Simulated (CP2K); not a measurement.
Consider 1,1-difluoroethylene at its PBE geometry (Å).

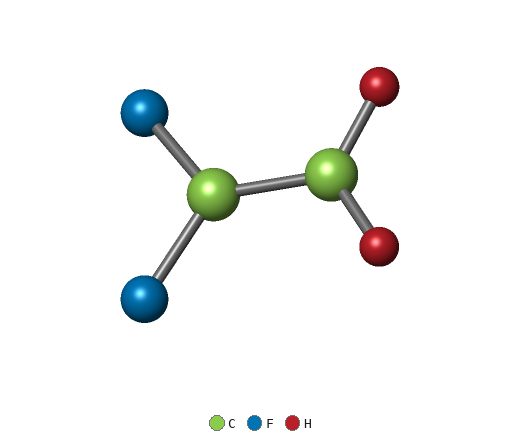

The molecule (carbon green, fluorine blue, hydrogen red).

```xyz
6

C     0.7370   -0.0763   -0.0355
C    -0.5805    0.0601    0.0272
F    -1.4665   -0.9465   -0.0049
F    -1.2337    1.2271    0.1322
H     1.3721    0.8027   -0.0026
H     1.1715   -1.0671   -0.1164
```

Method: CP2K XAS_TDP, all-electron GAPW, PBEh(45%), aug-cc-pVTZ, TDA, no relativity.

Question: Where do the F K-edge lines lie, and how strong are they?

Leading lines: F3 683.66 eV. The leading line of an atom is its first one with 35 % of the strongest within 2.5 eV of its lowest line over the strength cut. 

The first six lines of each atom with a strength over 0.0015:

```tsv
atom	energy (eV)	states	strength, one atom
F3 (bonded to C), 2 alike	683.66	1	0.0098
	683.88	1	0.0242
	685.24	1	0.0151
	685.88	1	0.0028
	686.02	1	0.0021
	686.31	1	0.0022
```

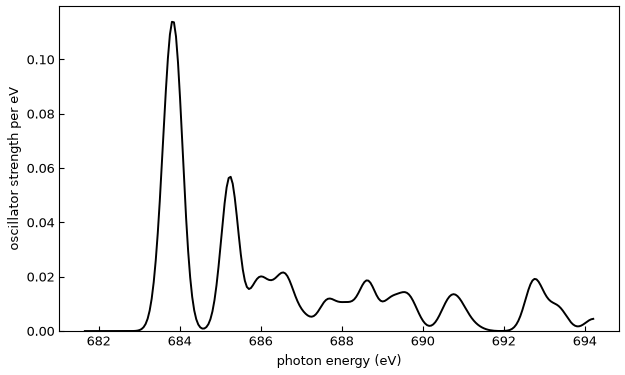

All atoms added, broadened by 0.5 eV.

Lines are vertical, at one geometry, with no vibrational structure. Without a correction of the core level, line positions, and the gaps between valence and Rydberg lines, follow the share of exact exchange. These values hold no scalar relativity, about 0.7 eV for F 1s. Rydberg lines, and the discretised continuum above threshold, depend on the basis and the box.

[Banner, clock and machine lines of the logs are left out without a mark of their own.]

[Logs are printed without paths, hosts, clocks, repeated set-up lines and the standing remarks that a program may print on its own settings, such as how far it seeks lower states.]

[Hosts, paths, dates, database ids (printed as entryN), source tags and the programs' standing remarks are cut or masked in the printed files.]
